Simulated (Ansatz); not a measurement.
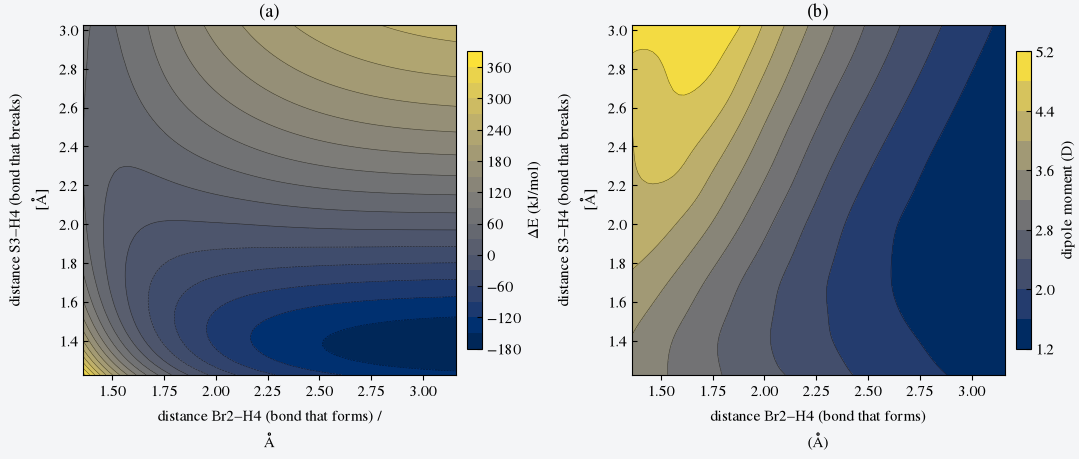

The reacting system AlBrH2OS (fragments AlBrH₂OS where the first distance is long, AlHOS + BrH where the second is long). 
- First axis: distance Br2–H4 (bond that forms). Second axis: distance S3–H4 (bond that breaks).
- Relaxed at each point: all other coordinates.
- Grid: 13 × 13 points.
- Points are written as (first, second).
- Energies: kJ/mol, counted from a guessed transition structure relaxed with its forming and breaking bonds held.
- The reference is spin-restricted, so regions where a bond is pulled apart into radicals lie too high.
- Level of theory: RKS PBE-D4/def2-SVP in Ansatz 0.2.0.

Panel (a) is the energy and panel (b) the computed dipole moment on the same grid.

In the figure: filled contours. Between grid points the surface is interpolated.

Question: How does the dipole moment vary over the map, and what is it at the lowest grid point?

Answer: Leaving out the highest fifth of the energies, it runs from 1.20 D at (3.159 Å, 1.981 Å) to 5.07 D at (1.677 Å, 3.024 Å). At the lowest grid point, (3.159 Å, 1.416 Å), it is 1.31 D. That point lies on the edge of the scan.
